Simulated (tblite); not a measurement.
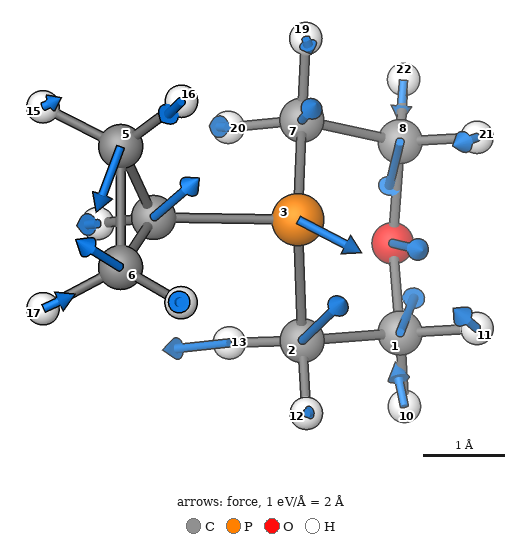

Starting geometry of C7H13OP with the computed forces as blue arrows. Style: ball-and-stick. Shown from a free direction.

Computed with GFN2-xTB geometry optimisation, gas phase (tblite 0.8.0). 

> Is this structure relaxed? If not, where do the atoms go?

It isn't relaxed: the largest force vector, on C atoms, is 0.78 eV/Å. The final displacements follow the starting forces only in part (cosine between the two patterns 0.51). After 24 geometry steps the energy has fallen by 1.89 kcal/mol. The largest moves after the best rigid fit, 0.063 Å, are those of H atoms. By element the largest moves are H 0.063 Å, P 0.042 Å, C 0.038 Å, O 0.021 Å. Near-neighbour distances that change, for instance: C–O 1.436 → 1.407 Å, C–H 1.076 → 1.094 Å, C–P 1.878 → 1.864 Å, C–C 1.504 → 1.491 Å. Among the angles between lasting bonds that change: C–C–H 113.1° → 109.5°, H–C–H 106.2° → 108.6°, C–C–H 120.1° → 118.0°.
